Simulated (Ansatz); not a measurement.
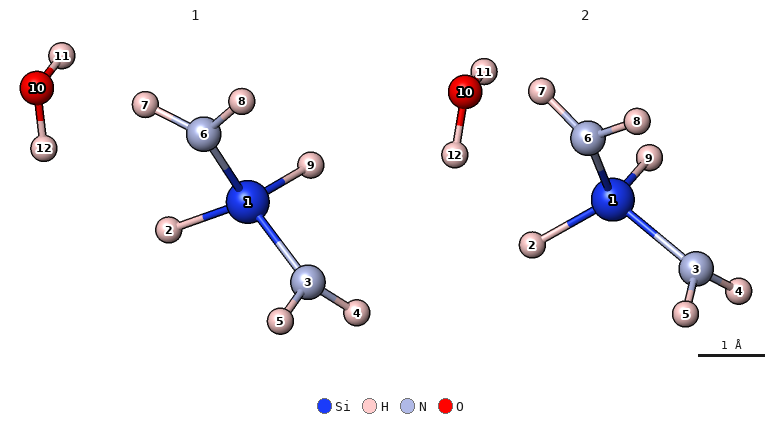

Two geometries of SiN2H8O, drawn at one scale. One is the start of a relaxation, the other its converged end. The picture is a ball-and-stick view, seen from a free direction.

Method: Ansatz 0.2.0, RKS PBE0-D4/6-31G*. Set-up: no spin polarisation; force threshold 0.03 eV/Å; at most 50 steps.

**Which of the two is the end point?**

Structure 1 is the relaxed one. The run prepares an end point of a later path (reaction) calculation, from a guessed geometry. The energy falls by 0.117 eV in 17 accepted moves (19 points after the start). Largest force component: 0.67 eV/Å at the start, 0.029 eV/Å at the end. The line search rejected the trial steps at points 11, 12 of the run. H9 moves most after the best rigid fit: 0.80 Å. Largest moves by element: H 0.80 Å, O 0.69 Å, Si 0.41 Å, N 0.36 Å. Near-neighbour distances that change, for instance: Si1–H2 1.477 → 1.507 Å, O10–H12 0.984 → 0.968 Å, Si1–N3 1.727 → 1.721 Å, Si1–N6 1.717 → 1.711 Å. Bond angles that change, for instance: H2–Si1–N6 108.0° → 102.7°, N3–Si1–N6 105.7° → 109.3°, H2–Si1–N3 114.2° → 117.6°. Groups turn about Si1–N6 by about 30°.
